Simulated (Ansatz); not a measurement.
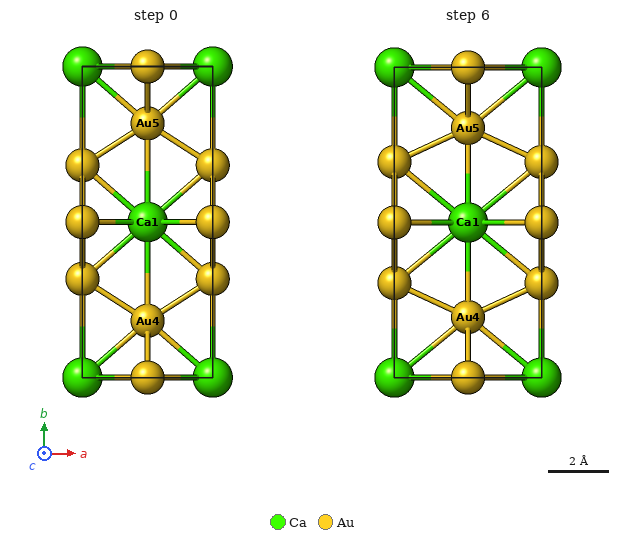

The structure of a crystal of CaAu4 (a generated structure, set up in Cmmm) (coarse preliminary run) before (left) and after (right) a relaxation, at one scale.

A ball-and-stick model of the conventional cell (2 times the calculation's cell), seen along the c axis. Lengths and directions refer to the drawn axes.

The calculation used Ansatz, DFT PBE, scalar-relativistic, plane waves, PAW.

Input file:
```yaml
crystal:
  lattice:
    - [2.18934881, -5.22544498, 0.0]
    - [2.18934881, 5.22544498, 0.0]
    - [0.0, 0.0, 6.18422908]
  atoms:
    - { symbol: Ca, position: [0.0, 0.0, 0.5] }
    - { symbol: Au, position: [0.5, 0.5, 0.789599] }
    - { symbol: Au, position: [0.5, 0.5, 0.210401] }
    - { symbol: Au, position: [0.3173019, 0.6826981, 0.5] }
    - { symbol: Au, position: [0.6826981, 0.3173019, 0.5] }
basis:
  ecutwfc: 420
kpoints:
  mp_grid: { grid: [4, 4, 4] }
hamiltonian:
  xc: pbe
scf:
  occupations: { method: gaussian, width: 0.1 }
  lower_state_search: "off"
output:
  forces: true
  stress: true
  eigenvalues: true
relax:
  adjacent_minimum: "off"
  f_tol: 0.04
  max_steps: 70
  cell: { stress_tol: 0.4 }
```

Run as
```bash
ansatz run input.yaml --threads 1 --pin off --max-ram 2560MiB --backend cpu --events-out ev --progress --plain --runs-dir out
```

> Describe what moved and what it gained.

Over 5 accepted moves (6 points after the start) the energy falls by 0.866 eV per cell of the calculation. Largest force component: 1.8 eV/Å at the start, 0.013 eV/Å at the end. The pressure goes from 10.86 to 0.14 GPa. At 1 point the geometry stayed and the basis and grid were re-selected for the new cell (energy shift of 9.3 meV per cell of the calculation at most each time). The largest moves relative to the cell, 0.13 Å, are those of Au4 and Au5. Au5 goes along −b. Ca stays in place. The drawn cell changes as follows: a 4.379 → 4.943 Å (+12.9 %), b 10.451 → 10.420 Å (−0.3 %), c 6.184 → 6.330 Å (+2.4 %); the volume changes by +15.2 %. Among the contacts that change: Ca1–Au4 2.905 → 3.200 Å, Ca1–Au2 2.829 → 3.093 Å, Ca1–Au4 (another image) 3.316 → 3.177 Å, Au2–Au4 2.618 → 2.755 Å. Bond angles that change, for instance: Ca1–Au2–Ca1 101.4° → 106.1°, Ca1–Au2–Au3 129.3° → 126.9°. The space group stays Cmmm (No. 65).
